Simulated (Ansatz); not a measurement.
Partial pair distribution functions of a relaxed model of amorphous As$_{12}$Se$_{48}$, broadened by 0.06 Å; density 4.42 g/cm³. Calculation: PBE, scalar-relativistic without spin-orbit coupling, PAW (Ansatz default set, large-core Se) (plane waves to 420 eV; Ansatz, a program for electronic structure).

A CHGNet melt-quench gave the starting glass, which DFT then relaxed. The hot cell started wider than the set density and was brought back towards it in steps. It is the lowest in DFT energy of 4 quenches. It is a model cell: composition and starting density were chosen by hand, and all elements were melted together. No dispersion term was used. Its density started from a set value of 4.42 and ended at 4.42 g/cm³. The simulated quench (nominally 92 K/ps over its main leg) is rapid and tends to freeze in more defects than a deposited or slowly cooled glass has. A cell of this size samples the disorder only roughly. The volume was held where the preparation left it, at a PBE pressure of 1.0 GPa. Stress components on the final sampling reach 1.2 GPa. Cycles of charging lowered its energy after that relaxation.

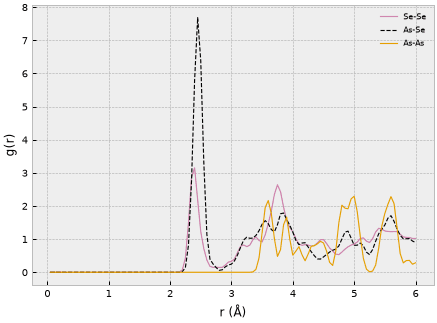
Figure: Partial pair distribution functions

Highest peaks under 4.5 Å: Se-Se near 2.40 Å, As-Se near 2.45 Å, As-As near 3.60 Å; pairs of few atoms are noisy.

Within 2.68 Å each Se has 1.25 Se neighbours on average.
